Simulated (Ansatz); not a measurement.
# What KTaTe3 (built on the sites of a database entry of KTaO3) distorts into, part 2 of 2

Which phase does KTaTe3 (built on the sites of a database entry of KTaO3) fall into along its unstable mode, and how much energy does it gain?

Ansatz 0.2.0; DFT PBEsol, scalar-relativistic, plane waves, PAW.

So far, highest frequency on the path or at a solved wavevector (cm⁻¹): step 2 (the dispersion) 209. Also lowest frequency on the path (cm⁻¹): step 2 -32.5.

The structure was built from a prototype and need not be the compound's stable phase.

### Step 5. Energy along the mode, all amplitudes (two of the runs are shown above)

An imaginary frequency means negative curvature, so the energy should fall and then rise again as anharmonic terms take over.

Numbers from this step:

```yaml
depth_at_the_lowest_point_sampled: 31.72 meV/atom
largest_atomic_shift_at_that_point: 0.6 Å
```

The energy from the parent by largest atomic shift:

```tsv
largest atomic shift (Å)	energy from the parent (meV/atom)
0.000	0
0.040	-0.178
0.080	-0.719
0.140	-2.28
0.220	-6.21
0.320	-14.7
0.450	-25.7
0.600	-31.7
```

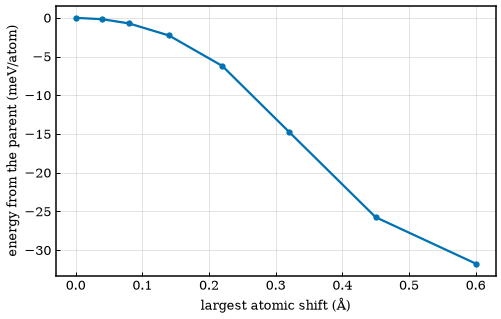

Energy from the parent against largest atomic shift.

Displacement at unit largest shift by atom:

```tsv
atom	x (Å)	y (Å)	z (Å)	size
K1	0.00	0.00	0.00	0.00
K2	0.00	0.00	0.00	0.00
Ta3	0.00	0.00	0.00	0.00
Ta4	0.00	0.00	0.00	0.00
Te5	0.00	0.00	0.00	0.00
Te6	0.00	0.00	0.00	0.00
Te7	0.00	0.00	-1.00	1.00
Te8	0.00	0.00	1.00	1.00
Te9	0.00	1.00	0.00	1.00
Te10	0.00	-1.00	0.00	1.00
```

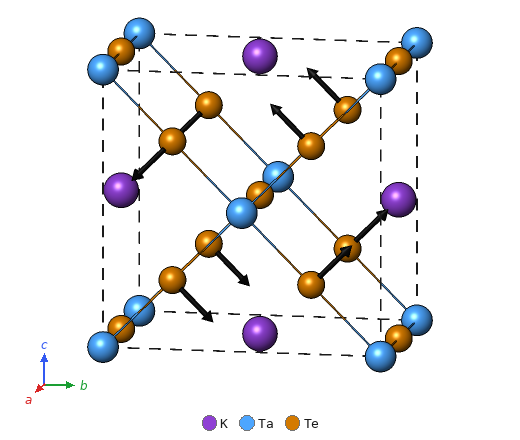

Displacement at unit largest shift as arrows, the longest 1 Å. Some periodic images of atoms are drawn too.

The lowest of the steps tried is the last one, at 0.6 Å, 31.7 meV/atom below the parent; the bottom of the well need not coincide with a step.

### Step 6. Relaxation from the frozen mode

Starting from the lowest point found, all atoms and the cell are let go, so that strain and other modes of the same symmetry can join in.

Contents of input.yaml:

```yaml
crystal:
  lattice:
    - [-5.4478105987, 0.0, 0.0]
    - [0.0, -5.4478105987, -5.4478105987]
    - [0.0, -5.4478105987, 5.4478105987]
  atoms:
    - { symbol: K, position: [0.5, 1.0, 0.5] }
    - { symbol: K, position: [0.5, 0.5, 0.0] }
    - { symbol: Ta, position: [0.0, 0.5, 0.5] }
    - { symbol: Ta, position: [0.0, 0.0, 0.0] }
    - { symbol: Te, position: [0.5, 0.5, 0.5] }
    - { symbol: Te, position: [0.5, 0.0, 0.0] }
    - { symbol: Te, position: [0.0, 0.3050679937, 0.1949320063] }
    - { symbol: Te, position: [0.0, 0.6949320063, 0.8050679937] }
    - { symbol: Te, position: [0.0, 0.1949320063, 0.6949320063] }
    - { symbol: Te, position: [0.0, 0.8050679937, 0.3050679937] }
kpoints:
  mp_grid: { grid: [8, 6, 6] }
hamiltonian:
  xc: pbesol
scf:
  occupations: { method: methfessel_paxton, width: 0.2 }
output:
  forces: true
  stress: true
  eigenvalues: true
  write_density: true
  write_potential: true
  elf: true
  volumetric_format: npy
relax:
  adjacent_minimum: "off"
  f_tol: 0.002
  max_steps: 120
  cell: { stress_tol: 0.03 }
```

Command:

```sh
$ ansatz run input.yaml --threads 8 --pin off --max-ram 14336MiB --backend cpu --events-out ev --progress --plain --runs-dir out
```

Numbers of over 12 decimals in the logs are rounded to 6 here.

What it wrote:

```text
[...]
Crystal: 10 atoms, lattice volume = 323.367 Å³
Basis set: ecut = 420 eV, 6287 PW (Γ), exchange–correlation on 80×108×108 points (8 copies of the dense FFT grid, shifted against one another)
Bands: 84, of which v1, the nominal top of the filled ones, is band 70 counted from 1 (69 counted from 0)
Symmetry: 16 space group operations
[...]
k-points: 50 of 288
[...]
SCF iter   1: F=—  HF=-64057.461054 eV  |F-HF|=—  |Δ(HF+E_count)|=         —  Δρ=2.63e-3  dr2=2.24e-2  ethr=1.77e-3  ⟨swp⟩=7.0  Hψ=17157  notcnv=0
[...]
SCF iter   7: F=-64057.456903 eV  HF=-64057.456903 eV  |F-HF|=1.93e-8  |Δ(HF+E_count)|=   1.51e-7  S|Δr|=    0.00e0  Δρ=2.10e-6  dr2=3.09e-8  ethr=7.14e-11  ⟨swp⟩=16.8  Hψ=32225  notcnv=0
SCF 1 converged in 7 iterations: F = -64057.456903 eV  dr2 = 3.09e-8
[...]
relax step   1: F+E_penalty+E_count = -64057.45690280 eV  Δ(F+E_penalty+E_count) = +0.000e0 eV  max|allowed force component| = 1.285e-2 eV/Å  Δτ_max = 0.0000 Å  P = -1.491 GPa  Ω = 323.367 Å³  (7 SCF iters, dr2 threshold 1.00e-7 eV, accepted)
Crystal: 10 atoms, lattice volume = 309.247 Å³
Basis set: ecut = 420 eV, 6107 PW (Γ), exchange–correlation on 80×108×108 points (8 copies of the dense FFT grid, shifted against one another)
[...]
SCF iter   6: F=-64057.614984 eV  HF=-64057.614985 eV  |F-HF|=4.46e-7  |Δ(HF+E_count)|=   5.37e-6  S|Δr|=    0.00e0  Δρ=1.32e-5  dr2=8.41e-7  ethr=7.14e-10  ⟨swp⟩=13.0  Hψ=35969  notcnv=0
SCF 2 converged in 6 iterations: F = -64057.614984 eV  dr2 = 8.41e-7
[...]
relax step   2: F+E_penalty+E_count = -64057.61498446 eV  Δ(F+E_penalty+E_count) = -1.581e-1 eV  max|allowed force component| = 2.070e-1 eV/Å  Δτ_max = 0.0474 Å  P = +0.480 GPa  Ω = 309.247 Å³  energy of the carried Pulay correction = +2.034e-3 eV  (6 SCF iters, dr2 threshold 1.00e-6 eV, accepted)
Crystal: 10 atoms, lattice volume = 301.370 Å³
Basis set: ecut = 420 eV, 5907 PW (Γ), exchange–correlation on 80×108×108 points (8 copies of the dense FFT grid, shifted against one another)
[...]
SCF iter   6: F=-64057.785623 eV  HF=-64057.785623 eV  |F-HF|=2.87e-7  |Δ(HF+E_count)|=   2.12e-6  S|Δr|=    0.00e0  Δρ=1.11e-5  dr2=4.42e-7  ethr=7.14e-10  ⟨swp⟩=15.5  Hψ=38093  notcnv=0
SCF 3 converged in 6 iterations: F = -64057.785623 eV  dr2 = 4.42e-7
  Residual-converged pass: ⟨swp⟩=1.0  Hψ=4402  notcnv=0  max |occ|·‖R‖ = 7.0e-9 eV (tolerance 1.0e-8 eV)  dr2=4.42e-7  dr2_onsite=4.10e-8  max |Δocc| = 1.3e-10
relax step   3: F+E_penalty+E_count = -64057.78562309 eV  Δ(F+E_penalty+E_count) = -1.706e-1 eV  max|allowed force component| = 1.424e-1 eV/Å  Δτ_max = 0.1952 Å  P = +0.601 GPa  Ω = 301.370 Å³  energy of the carried Pulay correction = +3.208e-3 eV  (6 SCF iters, dr2 threshold 1.00e-6 eV, accepted)
[...]
relax step   4: F+E_penalty+E_count = -64057.78540642 eV  Δ(F+E_penalty+E_count) = +2.167e-4 eV  max|allowed force component| = 3.255e-1 eV/Å  Δτ_max = 0.1951 Å  P = +0.165 GPa  Ω = 297.393 Å³  energy of the carried Pulay correction = +3.813e-3 eV  (6 SCF iters, dr2 threshold 1.00e-6 eV, rejected (line search))
[...]
relax step   5: F+E_penalty+E_count = -64057.82942666 eV  Δ(F+E_penalty+E_count) = -4.380e-2 eV  max|allowed force component| = 9.085e-2 eV/Å  Δτ_max = 0.0603 Å  P = -0.264 GPa  Ω = 303.794 Å³  energy of the carried Pulay correction = +2.844e-3 eV  (9 SCF iters, accepted)
[...]
relax step   6: F+E_penalty+E_count = -64057.83899989 eV  Δ(F+E_penalty+E_count) = -9.573e-3 eV  max|allowed force component| = 1.347e-2 eV/Å  Δτ_max = 0.0376 Å  P = -0.001 GPa  Ω = 301.064 Å³  energy of the carried Pulay correction = +3.254e-3 eV  (5 SCF iters, dr2 threshold 5.16e-7 eV, accepted)
[...]
relax step   7: F+E_penalty+E_count = -64057.83901178 eV  Δ(F+E_penalty+E_count) = -1.189e-5 eV  max|allowed force component| = 9.075e-3 eV/Å  Δτ_max = 0.0048 Å  P = -0.052 GPa  Ω = 301.134 Å³  energy of the carried Pulay correction = +3.244e-3 eV  (5 SCF iters, dr2 threshold 1.13e-8 eV, accepted)
[...]
relax step   8: F+E_penalty+E_count = -64057.83912826 eV  Δ(F+E_penalty+E_count) = -1.165e-4 eV  max|allowed force component| = 5.215e-4 eV/Å  Δτ_max = 0.0002 Å  P = +0.008 GPa  Ω = 300.855 Å³  energy of the carried Pulay correction = +3.286e-3 eV  (5 SCF iters, dr2 threshold 1.39e-8 eV, accepted)
Basis set: ecut = 420 eV, 5899 PW (Γ), exchange–correlation on 80×100×100 points (8 copies of the dense FFT grid, shifted against one another)
[...]
SCF iter   6: F=-64057.837031 eV  HF=-64057.837031 eV  |F-HF|=2.91e-11  |Δ(HF+E_count)|=  7.28e-12  S|Δr|=    0.00e0  Δρ=9.72e-8  dr2=3.45e-11  ethr=1.00e-12  ⟨swp⟩=6.9  Hψ=24425  notcnv=0
SCF 9 converged in 6 iterations: F = -64057.837031 eV  dr2 = 3.45e-11
relax step   9: F+E_penalty+E_count = -64057.83703056 eV  Δ(F+E_penalty+E_count) = +2.098e-3 eV  max|allowed force component| = 4.685e-4 eV/Å  Δτ_max = 0.0000 Å  P = +0.002 GPa  Ω = 300.855 Å³  stress off target by 3.97e-3 GPa  SCF on the basis re-selected at this cell (its energy is not comparable with the rows above)  (6 SCF iters)
basis re-selected at this cell: Δ(F+E_penalty+E_count) = +2.098e-3 eV, ΔP = -0.006 GPa vs the last step (what re-selecting the basis moved, of the pressure what is left beyond the Pulay correction that the steps carried, after the strain that the cell walked since its last selection, with what the two solves' SCF thresholds leave and, on support functions, any second-order correction that the steps lacked; it is no measure of the basis error at this ecutwfc). The dense FFT grid was sized anew with the basis: this SCF ran on 40×50×50 points, the steps before it on 40×54×54, so part of this shift can come from that change (see relax.cell in the input reference). [rest of the remark cut]
SCF converged after 6 iterations
[...]
Free energy (F): -64057.837031 eV
[...]
Internal energy: -64057.829658 eV  (E = F + TS)
E sigma→0 (E₀):  -64057.835187 eV
Entropy (-TS):   -0.007373 eV (-0.737 meV/atom)
Fermi energy:    9.039396 eV
[...]
--- Forces (eV/Å), atoms counted from 1 ---
  atom   1  K     -0.00000000     0.00000000     0.00000000
  atom   2  K      0.00000000     0.00000000     0.00000000
  atom   3  Ta    -0.00000000     0.00000000    -0.00000000
  atom   4  Ta     0.00000000     0.00000000    -0.00000000
  atom   5  Te    -0.00000000     0.00000000    -0.00000000
  atom   6  Te     0.00000000    -0.00000000     0.00000000
  atom   7  Te     0.00000000     0.00000000     0.00046851
  atom   8  Te    -0.00000000    -0.00000000    -0.00046851
  atom   9  Te    -0.00000000    -0.00046851    -0.00000000
  atom  10  Te     0.00000000     0.00046851     0.00000000
  max |Σ_I F_I| component: 4.34e-19 eV/Å
--- Stress (GPa, compression-positive) ---
        0.003971      -0.000000      -0.000000
       -0.000000       0.000744      -0.000000
       -0.000000      -0.000000       0.000744
  P = ⅓ Tr σ = 0.0018 GPa (0.018 kbar)
--- Band table (eV; the first three rows and the last of 50) ---
  k-point 0: bands = [... 66 lower, 8.2679, 8.4130, 8.4130, 8.6492, 8.6903, 9.3734, 9.7156, 9.7156, ... 10 higher]
  k-point 1: bands = [... 66 lower, 8.1230, 8.1909, 8.4314, 8.7101, 8.9392, 9.0063, 9.7438, 9.9420, ... 10 higher]
  k-point 2: bands = [... 66 lower, 7.7182, 7.9619, 8.2820, 8.6210, 9.2313, 9.4753, 9.9666, 10.0070, ... 10 higher]
  k-point 49: bands = [... 66 lower, 7.4608, 7.4608, 8.7662, 8.7662, 9.9606, 9.9606, 10.3166, 10.3166, ... 10 higher]
--- Relaxed structure (8 steps of the walk, 7 accepted, 1 SCFs on fresh bases) ---
  F+E_penalty+E_count = -64057.83703056 eV   max|allowed force component| = 4.685e-4 eV/Å   (the final SCF, on the basis selected at the relaxed cell)
  cell:  # Å, volume = 300.8553 Å³
    - [-5.720827, 0, 0.0]
    - [0, -5.127840, -5.127840]
    - [0, -5.127840, 5.127840]
  atoms:
    - { symbol: K, position: [0.5, 1.0, 0.500000] }
    - { symbol: K, position: [0.5, 0.500000, 0.0] }
    - { symbol: Ta, position: [0, 0.500000, 0.500000] }
    - { symbol: Ta, position: [0, 0, 0] }
    - { symbol: Te, position: [0.5, 0.500000, 0.500000] }
    - { symbol: Te, position: [0.5, 0, 0] }
    - { symbol: Te, position: [0, 0.336735, 0.163265] }
    - { symbol: Te, position: [0, 0.663265, 0.836735] }
    - { symbol: Te, position: [0, 0.163265, 0.663265] }
    - { symbol: Te, position: [0, 0.836735, 0.336735] }
```

Elapsed: 2.1 min, on 8 threads of Arm Neoverse V1, shared host; peak memory 2 GiB; 16 min of CPU time.

The steps of the relaxation:

```tsv
step	energy less that of the first step (eV)	largest force component (eV/Å)	pressure (GPa)	volume (Å³)
1	0.0000	0.0129	-1.49	323.37
2	-0.1581	0.2070	0.48	309.25
3	-0.3287	0.1424	0.60	301.37
4	-0.3285	0.3255	0.17	297.39
5	-0.3725	0.0909	-0.26	303.79
6	-0.3821	0.0135	0.00	301.06
7	-0.3821	0.0091	-0.05	301.13
8	-0.3822	0.0005	0.01	300.86
9*	-0.3801	0.0005	0.00	300.86
```

Relaxation steps marked * repeat the geometry before them on a plane-wave basis chosen anew for their cell, so energy and pressure can jump there. Relaxation step 4 was tried and not accepted.

Forces are held to the 16 operations that the run works with; a distortion that breaks them can't arise in this run.

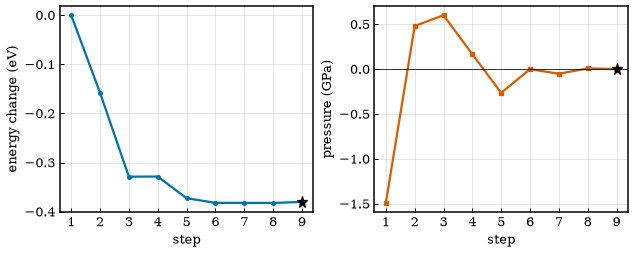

Energy and pressure along the relaxation. Stars mark steps on a basis chosen anew.

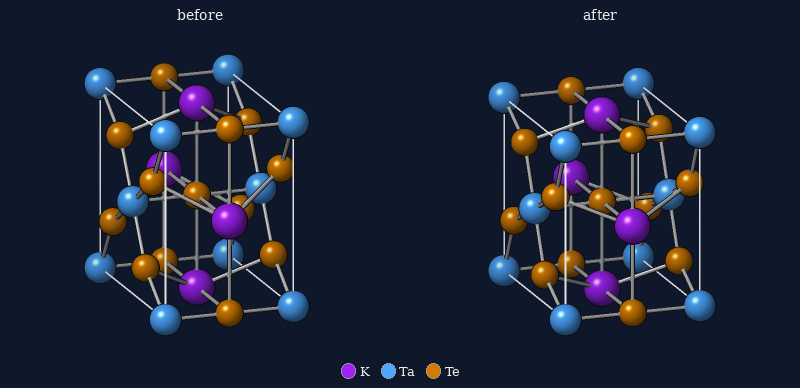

Before and after, at one scale.

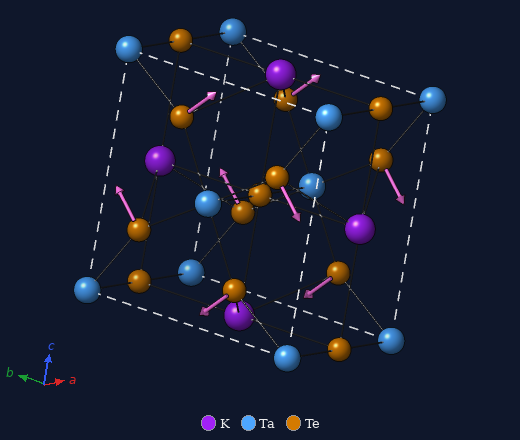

Displacements in the relaxation, exaggerated, measured against the changing cell; the longest in the cell stands for 0.32 Å. Some periodic images of atoms are drawn too.

```tsv
cell as run	before	after	change
a (Å)	5.448	5.721	+5.0 %
b (Å)	7.704	7.252	-5.9 %
c (Å)	7.704	7.252	-5.9 %
volume (Å³/atom)	32.34	30.09	-7.0 %
```

The atoms that moved most (Å, as changes of fractional coordinates times the final cell):

```tsv
atom	dx	dy	dz	length
Te7	0.000	0.000	-0.325	0.325
Te8	0.000	0.000	0.325	0.325
Te10	0.000	-0.325	0.000	0.325
Te9	0.000	0.325	0.000	0.325
```

The relaxed structure:

```cif
data_structure
_symmetry_space_group_name_H-M 'P 1'
_symmetry_Int_Tables_number 1
_cell_length_a 5.7208
_cell_length_b 7.2519
_cell_length_c 7.2519
_cell_angle_alpha 90.000
_cell_angle_beta 90.000
_cell_angle_gamma 90.000
_cell_volume 300.86
loop_
_atom_site_label
_atom_site_type_symbol
_atom_site_fract_x
_atom_site_fract_y
_atom_site_fract_z
_atom_site_occupancy
K1 K 0.50000 0.00000 0.50000 1
K2 K 0.50000 0.50000 0.00000 1
Ta3 Ta 0.00000 0.50000 0.50000 1
Ta4 Ta 0.00000 0.00000 0.00000 1
Te5 Te 0.50000 0.50000 0.50000 1
Te6 Te 0.50000 0.00000 0.00000 1
Te7 Te 0.00000 0.33673 0.16327 1
Te8 Te 0.00000 0.66327 0.83673 1
Te9 Te 0.00000 0.16327 0.66327 1
Te10 Te 0.00000 0.83673 0.33673 1
```

This step gave:

| Property | Result |
| --- | --- |
| pressure | 0.001820 GPa |
| volume per atom | 30.09 Å³ |

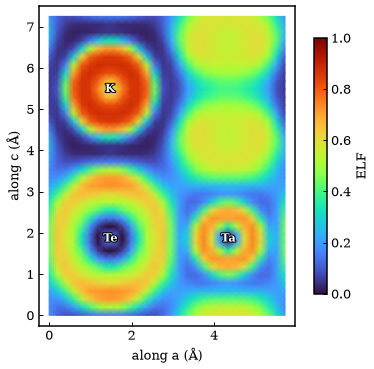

ELF in the ac plane at fractional y = 0.500, with atoms of K and Ta and Te within 0.2 Å of it. It is the smooth field of the valence electrons, not physical close to the nuclei. The map starts off the cell's origin, so that atoms lie inside it.

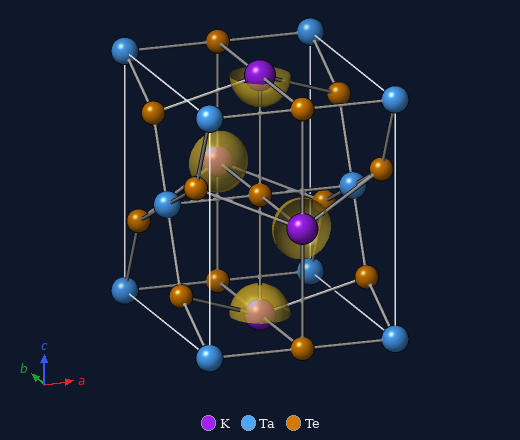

Surface of ELF = 0.8.

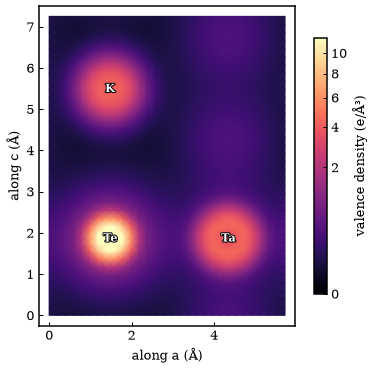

Valence density in the ac plane at fractional y = 0.500, with atoms of K and Ta and Te within 0.2 Å of it. It is the smooth field of the valence electrons, not physical close to the nuclei. The map starts off the cell's origin, so that atoms lie inside it. The colour scale is stretched toward low values.

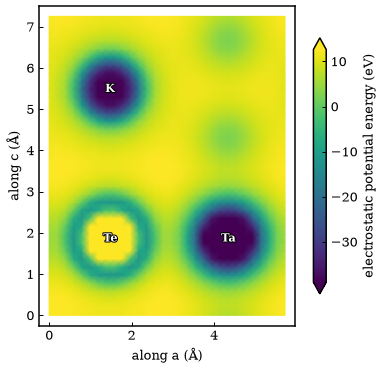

Electrostatic potential energy in the ac plane at fractional y = 0.500, with atoms of K and Ta and Te within 0.2 Å of it. With pseudopotentials it is smooth inside the atoms' cores, unlike the true potential. The map starts off the cell's origin, so that atoms lie inside it.

The distorted start has space group P4/mbm; the relaxation ends in P4/mbm.

### Step 7. The phases reached

The phases reached along the modes that were followed are set side by side.

Energies are those of the first relaxation, on the mesh of the frozen mode; space group, volume and gap are those of the last relaxation. Phases, by row:

```tsv
mode frozen in	space group	energy from parent (meV/atom)	volume (Å³/atom)	gap on mesh (eV)	lowest zone-centre optical mode (cm⁻¹)	largest shift (Å)
parent	Pm-3m	0	32.34	0	–	–
q = (-0.5, -0.5, -0.5), 33i cm⁻¹	I4/mcm	-74.51	30.02	0	–	0.901
q = (-0.5, -0.5, -0.5), 33i cm⁻¹	R-3c	-40.38	30.86	0	–	0.606
q = (-0.5, -0.5, -0.5), 33i cm⁻¹	Imma	-49.21	30.75	0	–	0.69
q = (0, -0.5, -0.5), 31i cm⁻¹	P4/mbm	-69.98	30.09	0	–	0.89
```

### Step 8. Summary of results

* unstable mode of the parent: q = (0, -0.5, -0.5), 31i cm⁻¹
* depth at the lowest point sampled: 31.7 meV/atom
* largest atomic shift at that point: 0.6 Å
* space group reached (within 0.01 Å): P4/mbm
* energy gained over the parent (first relaxation, on the mesh of the frozen mode): 70.0 meV/atom
* volume per atom, phase reached: 30.1 Å³

In words: Along this mode the structure falls into P4/mbm, 70.0 meV/atom below the parent. At the parent's cell the well is 31.72 meV/atom deep on the steps tried, with its lowest point at a shift of 0.6 Å. That is the last step tried, so the steps alone don't bracket the bottom of the well. Relaxing atoms and cell changes the gain by +38.26 meV/atom against the lowest step (energies at zero smearing). The modes of the phase reached were not computed on this path. Of the 4 patterns followed to their end from this parent, this one ends 4.53 meV/atom above the lowest, I4/mcm. Each path keeps the symmetry of its pattern, so a lower phase may lie along a pattern not tried. With no gap, or one that is small against the smearing, the frequencies hang on the k mesh and the smearing, most of all near Kohn anomalies. Spin-orbit coupling is left out, which can matter for the heavy elements here. The starting cell was built on a prototype and not taken from a measurement, so the phase need not exist.

[Logs are printed without paths, hosts, clocks, repeated set-up lines and the standing remarks that a program may print on its own settings, such as how far it seeks lower states.]

[Hosts, paths, dates, database ids (printed as entryN), source tags and the programs' standing remarks are cut or masked in the printed files.]
